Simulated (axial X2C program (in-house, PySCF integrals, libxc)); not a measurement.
# A two-component session on CoCl: properties at the nuclei

Wanted for CoCl: properties at the nuclei, at the two-component level.

Program: an in-house X2C program for linear molecules on PySCF integrals. Level of theory: two-component X2C with atomic mean-field terms, Co dyall-cv3z, Cl dyall-av3z. These are calculated values, not measurements.

### Step 1. Input

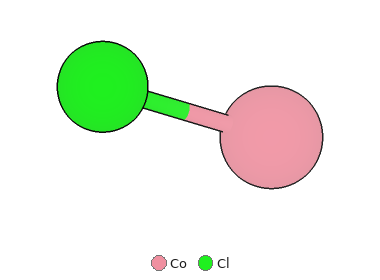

The two atoms at 2.100 Å (cobalt pink, chlorine green).

File task.json:

```json
{
 "zs": [
  27,
  17
 ],
 "q": 0,
 "bas": [
  "dyall-cv3z",
  "dyall-av3z"
 ],
 "r0": 2.1,
 "levels": [
  "PBE0",
  "HF",
  "LDA",
  "BP86",
  "TPSSh"
 ],
 "nst": 3
}
```

Keys: zs atomic numbers; q charge; bas basis sets; r0 starting distance in Å; levels methods (HF also brings MP2); nst determinants followed.

Launch:

```
python soeom.py task.json out
```

The runs that follow: Expectation values, lowest determinant; Expectation values, a higher determinant; Expectation values, a higher determinant.

Before running it: what results should come out? Wanted: lowest determinant; Eeff magnitude; Ws magnitude Co; A∥/gI Co; qzz Co; higher determinant (for each run or level that gives them).

The runs gave:

| quantity | value |
| --- | --- |
| lowest determinant | Ω = 4 (excess of +ω over −ω: ω = 3/2, ω = 5/2) |
| Eeff magnitude (GV/cm), PBE0 | 0.498 |
| Ws magnitude Co (kHz), PBE0 | 0.039 |
| A∥/gI Co (MHz), PBE0 | 267 |
| qzz Co (a.u.), PBE0 | -0.71 |
| higher determinant | Ω = 1 (excess of +ω over −ω: ω = -1/2, ω = 3/2) |
| Eeff magnitude (GV/cm), PBE0, higher determinant | 0.296 |
| Ws magnitude Co (kHz), PBE0, higher determinant | 0.0727 |
| A∥/gI Co (MHz), PBE0, higher determinant | 11.7 |
| qzz Co (a.u.), PBE0, higher determinant | 2.67 |
| higher determinant | Ω = 3 (excess of +ω over −ω: ω = 1/2, ω = 5/2) |
| Eeff magnitude (GV/cm), PBE0, higher determinant | 0.228 |
| Ws magnitude Co (kHz), PBE0, higher determinant | 0.0216 |
| A∥/gI Co (MHz), PBE0, higher determinant | 474 |
| qzz Co (a.u.), PBE0, higher determinant | -0.31 |

What this shows: In the first state, the effective field runs from 0.325 to 1.65 GV/cm over the mean-field levels, so the levels don't agree on it. The expectation values come from single determinants, which for open shells can mix terms of unlike spin or miss the lowest Ω, so a determinant need not be a state. Eeff is the effective electric field on the electron dipole moment in this Ω state and Ws the scalar–pseudoscalar constant (defined with the proton number Z and per Ω); A∥ is the parallel hyperfine constant, which follows by multiplying with the nuclear g factor gI = μI/(I μN); qzz is the electric field gradient, eQq0 = 234.96 MHz × Q/barn × qzz; μ is positive if Cl is the positive end. The operators were transformed with the bare-nucleus X2C matrices. A second determinant lies within 0.1 eV of the first, so their order is not settled at this level.
